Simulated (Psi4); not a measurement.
# doublet PH+ at 6 levels

Aim: a comparison of 6 runs (UHF/cc-pVTZ, UB3LYP/cc-pVTZ, UBHLYP/cc-pVTZ, UPBE0/cc-pVTZ, UTPSS/cc-pVTZ, UCCSD(T)/cc-pVTZ) of doublet PH+. 

The results are computed with Psi4 1.11.

2 further runs of the same task are left out: 1 that didn't finish, 1 set aside as unsound or not needed.

## 1. The system as given

PH+: 2 atoms, total charge +1, spin state doublet. SMILES of the parent species: `[PH]`. The shape is that of a PBE0-D4/def2-TZVP optimisation. That shape belongs to the parent species and isn't relaxed for this state.

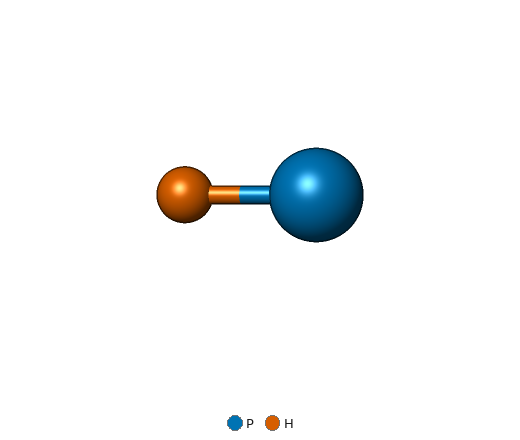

Viewed from a chosen angle; phosphorus blue, hydrogen orange.

## 2. Energy and gradient at UHF/cc-pVTZ (run 1)

The input, job.inp:

```
memory 1600 mb

molecule system {
  1 2
  P
  H 1 1.42829
  symmetry c1
  no_reorient
  no_com
}

set {
  basis         cc-pVTZ
  reference     uhf
  puream        true
  e_convergence 1e-09
  d_convergence 1e-08
  scf_type      pk
  maxiter       100
}

result, w = gradient('hf', return_wfn=True)
oeprop(w, 'MAYER_INDICES', 'DIPOLE', 'WIBERG_LOWDIN_INDICES', title='HF')
print_variables()
```

Started as:

```console
$ psi4 -i job.inp -o job.out -n 1
```

job.out:

```text
[...]
  Running in c1 symmetry.
[...]
  Nuclear repulsion =    5.557455530774563
[...]
  Multiplicity = 2
[...]
  Nalpha       = 8
  Nbeta        = 7
[...]
    Number of basis functions: 48
[...]
   @UHF iter   1:  -340.90277917549912   -2.25744e-01   3.99045e-03 DIIS/ADIIS
[...]
   @UHF iter  12:  -340.94271766919434   -6.82121e-13   3.52998e-09 DIIS
[...]
   @S^2 Observed:                7.666266681E-01
[...]
    Orbital Energies [Eh]
    ---------------------
    Alpha Occupied:
       1A    -80.364581     2A     -7.898869     3A     -5.802046
       4A     -5.786663     5A     -5.784066     6A     -1.141023
       7A     -0.783547     8A     -0.708257
    Alpha Virtual:
       9A     -0.327072    10A     -0.100529    11A      0.038230
      12A      0.111249    13A      0.129590    14A      0.130862
      15A      0.131608    16A      0.135777    17A      0.143039
      18A      0.153410    19A      0.275036    20A      0.460741
      21A      0.717200    22A      0.721014    23A      0.987133
      24A      1.154235    25A      1.154320    26A      1.161227
[...]
  @UHF Final Energy:  -340.94271766919434
   => Energetics <=
    Nuclear Repulsion Energy =              5.5574555307745630
    One-Electron Energy =                -477.3385623744578652
    Two-Electron Energy =                 130.8383891744889524
    Total Energy =                       -340.9427176691943373
  UHF NO Occupations:
  HONO-2 :    6  A 1.9996898
  HONO-1 :    7  A 1.9919696
[...]
  -Total Gradient:
     Atom            X                  Y                   Z
    ------   -----------------  -----------------  -----------------
       1       -0.000000000000    -0.000000000000    -0.005666355659
       2        0.000000000000     0.000000000000     0.005666355658
[...]
 Multipole Moments:
 ------------------------------------------------------------------------------------
     Multipole            Electronic (a.u.)      Nuclear  (a.u.)        Total (a.u.)
 ------------------------------------------------------------------------------------
 L = 1.  Multiply by 2.5417464519 to convert [e a0] to [Debye]
 Dipole X            :          0.0000000            0.0000000            0.0000000
 Dipole Y            :          0.0000000            0.0000000            0.0000000
 Dipole Z            :         -0.9584453            1.3381952            0.3797500
 Magnitude           :                                                    0.3797500
[...]
```

Run time: 3.6 s. Hardware: 1 thread of Intel Xeon Platinum 8488C (Sapphire Rapids), shared host; peak memory 0.39 GiB.

## 3. A single-point energy at UB3LYP/cc-pVTZ (run 2)

The input, run.py:

```python
import psi4

psi4.set_memory('1600 MB')
psi4.set_num_threads(1)
psi4.set_output_file('output.dat', False)

mol = psi4.geometry("""
1 2
P      0.000000     0.000000    -0.014610
H      0.000000     0.000000     1.413680
symmetry c1
no_reorient
no_com
""")

options = {'reference': 'uks', 'puream': True, 'e_convergence': 1e-09, 'd_convergence': 1e-08, 'scf_type': 'pk', 'dft_radial_points': 99, 'dft_spherical_points': 590, 'maxiter': 100}
psi4.set_options(options)

result, w = psi4.energy('b3lyp/cc-pVTZ', return_wfn=True)
psi4.oeprop(w, 'MAYER_INDICES', 'MULLIKEN_CHARGES', 'QUADRUPOLE')
print(f'b3lyp/cc-pVTZ energy: {result:.10f} Eh')
```

Started as:

```console
$ python run.py
```

output.dat:

```text
[...]
  Running in c1 symmetry.
[...]
  Nuclear repulsion =    5.557455530774563
[...]
  Multiplicity = 2
[...]
  Nalpha       = 8
  Nbeta        = 7
[...]
    Number of basis functions: 48
[...]
   @UKS iter   1:  -341.52667781438475    2.07658e-02   3.18325e-03 DIIS/ADIIS
[...]
   @UKS iter  10:  -341.53627786290605   -1.25056e-12   2.14385e-09 DIIS
[...]
   @S^2 Observed:                7.544114210E-01
[...]
  @UKS Final Energy:  -341.53627786290605
   => Energetics <=
    Nuclear Repulsion Energy =              5.5574555307745630
    One-Electron Energy =                -477.3908838212538512
    Two-Electron Energy =                 149.0303001455939409
    DFT Exchange-Correlation Energy =     -18.7331497180206945
    Empirical Dispersion Energy =           0.0000000000000000
    VV10 Nonlocal Energy =                  0.0000000000000000
    Total Energy =                       -341.5362778629060472
[...]
 Multipole Moments:
 ------------------------------------------------------------------------------------
     Multipole            Electronic (a.u.)      Nuclear  (a.u.)        Total (a.u.)
 ------------------------------------------------------------------------------------
 L = 1.  Multiply by 2.5417464519 to convert [e a0] to [Debye]
 Dipole X            :          0.0000000            0.0000000            0.0000000
 Dipole Y            :          0.0000000            0.0000000            0.0000000
 Dipole Z            :         -1.8542972            2.2573345            0.4030373
 Magnitude           :                                                    0.4030373
 L = 2.  Multiply by 1.3450342976 to convert [e a0^2] to [Debye ang]
 Quadrupole XX       :         -6.5264911            0.0000000           -6.5264911
 Quadrupole XY       :          0.7452515            0.0000000            0.7452515
[...]
  Mulliken Charges: (a.u.)
   Center  Symbol    Alpha    Beta     Spin     Total
       1     P     7.58564  6.56889  1.01675  0.84546
       2     H     0.41436  0.43111 -0.01675  0.15454
   Total alpha =  8.00000, Total beta =  7.00000, Total charge =  1.00000
  Mayer Bond Indices:
  Total Bond Index:
  Irrep: 1 Size: 2 x 2
                 1                   2
[...]
```

The script printed:

```text
b3lyp/cc-pVTZ energy: -341.5362778629 Eh
```

Wall time 5.1 s (1 thread of Intel Xeon Platinum 8488C (Sapphire Rapids), shared host); peak memory 0.56 GiB.

Runs 3 to 5 aren't shown in full; the table further down has their settings and results.

## 4. The energy at UCCSD(T)/cc-pVTZ (run 6)

The input, job.in:

```
memory 1600 MB

molecule {
  1 2
  P      0.00000000     0.00000000    -0.02760890
  H      0.00000000     0.00000000     2.67146803
  units bohr
  symmetry c1
}

set {
  reference uhf
  puream true
  e_convergence 1e-09
  d_convergence 1e-08
  scf_type pk
  num_frozen_docc 5
  maxiter 100
}

energy('ccsd(t)/cc-pVTZ')
```

Started as:

```console
$ psi4 job.in job.out -n 1
```

job.out:

```text
[...]
  Running in c1 symmetry.
[...]
  Nuclear repulsion =    5.557455526100918
[...]
  Multiplicity = 2
[...]
  Nalpha       = 8
  Nbeta        = 7
[...]
    Number of basis functions: 48
[...]
   @UHF iter   1:  -340.90277917548912   -2.25744e-01   3.99045e-03 ADIIS/DIIS
[...]
   @UHF iter  12:  -340.94271766918365   -9.09495e-13   3.52998e-09 DIIS
[...]
   @S^2 Observed:                7.666266681E-01
[...]
    Orbital Energies [Eh]
    ---------------------
    Alpha Occupied:
       1A    -80.364581     2A     -7.898869     3A     -5.802046
       4A     -5.786663     5A     -5.784066     6A     -1.141023
       7A     -0.783547     8A     -0.708257
    Alpha Virtual:
       9A     -0.327072    10A     -0.100529    11A      0.038230
      12A      0.111249    13A      0.129590    14A      0.130862
      15A      0.131608    16A      0.135777    17A      0.143039
      18A      0.153410    19A      0.275036    20A      0.460741
      21A      0.717200    22A      0.721014    23A      0.987133
      24A      1.154235    25A      1.154320    26A      1.161227
[...]
  @UHF Final Energy:  -340.94271766918365
   => Energetics <=
    Nuclear Repulsion Energy =              5.5574555261009175
    One-Electron Energy =                -477.3385623654763776
    Two-Electron Energy =                 130.8383891701918174
    Total Energy =                       -340.9427176691836507
  UHF NO Occupations:
  HONO-2 :    6  A 1.9996898
  HONO-1 :    7  A 1.9919696
[...]
 Multipole Moments:
 ------------------------------------------------------------------------------------
     Multipole            Electronic (a.u.)      Nuclear  (a.u.)        Total (a.u.)
 ------------------------------------------------------------------------------------
 L = 1.  Multiply by 2.5417464519 to convert [e a0] to [Debye]
 Dipole X            :         -0.0000000            0.0000000           -0.0000000
 Dipole Y            :          0.0000000            0.0000000            0.0000000
 Dipole Z            :         -0.9584453            1.3381952            0.3797500
 Magnitude           :                                                    0.3797500
[...]
      * MP2 total energy                      = -341.032126188635971
[...]
      * CCSD total energy                     = -341.058076133108955
[...]
      * CCSD(T) total energy                     = -341.061190515002465
[...]
```

Run time: 6.3 s. Hardware: 1 thread of Intel Xeon Platinum 8488C (Sapphire Rapids), shared host; peak memory 0.39 GiB.

## 5. The series

```tsv
run	level	task	integration grid	energy (Eh)	HOMO energy (eV)	LUMO energy (eV)	⟨S²⟩	wall time
1	UHF/cc-pVTZ	gradient	–	-340.942718	-19.27	-8.90	0.767	3.6 s
2	UB3LYP/cc-pVTZ	energy	99 radial × 590 angular	-341.536278	-15.59	-13.32	0.754	5.1 s
3	UBHLYP/cc-pVTZ	energy	99 radial × 590 angular	-341.522776	-17.03	-11.77	0.757	4.5 s
4	UPBE0/cc-pVTZ	gradient	99 radial × 590 angular	-341.380697	-15.95	-13.11	0.756	7.2 s
5	UTPSS/cc-pVTZ	gradient	99 radial × 590 angular	-341.537128	-14.84	-14.16	0.756	12 s
6	UCCSD(T)/cc-pVTZ	energy	–	-341.061191	-19.27	-8.90	0.767	6.3 s
```

## 6. Summary of results

| quantity | value |
| --- | --- |
| run 6: total energy | -341.06119 Eh |
| run 6: HOMO energy (Hartree–Fock orbitals) (highest over α and β) | -19.27 eV |
| run 6: LUMO energy (Hartree–Fock orbitals) (lowest over α and β) | -8.90 eV |
| run 6: correlation energy (5 core orbitals frozen) | -118.5 mEh |
| run 6: (T) correction | -3.11 mEh |
| run 6: ⟨S²⟩ of the reference determinant | 0.767 |
| run 6: T1 diagnostic | 0.022 |

Totals of different functionals can't be ranked against each other. All runs together took 39 s, the longest 12 s.
